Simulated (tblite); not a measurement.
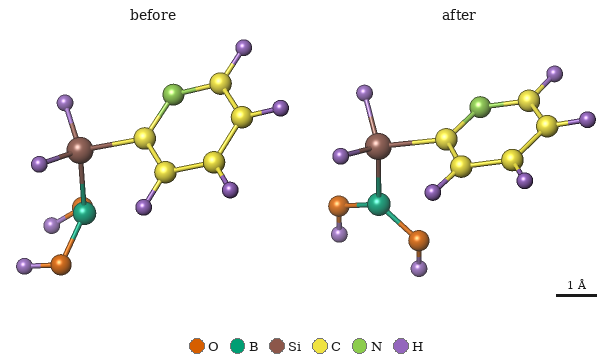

The structure of C₅H₈BNO₂Si before (left) and after (right) a relaxation, at one scale.

The picture is a ball-and-stick view, seen from a free direction.

All numbers below come from GFN2-xTB geometry optimisation, gas phase in tblite 0.8.0. 

### Summarise the run.

Over 181 geometry steps the energy falls by 138.5 kJ/mol. The atom that moves furthest after the best rigid fit is an H atom (2.36 Å). By element the largest moves are H 2.36 Å, O 1.53 Å, C 0.52 Å, B 0.38 Å, N 0.37 Å, Si 0.25 Å. Some distances before and after: B–O 1.496 → 1.354 Å, B–O 1.465 → 1.354 Å, C–Si 1.847 → 1.900 Å, B–Si 1.944 → 1.976 Å. Among the angles between lasting bonds that change: B–O–H 105.9° → 118.5°, O–B–O 112.9° → 122.5°, B–Si–H 104.5° → 113.5°. Groups turn about C–Si by about 20°.
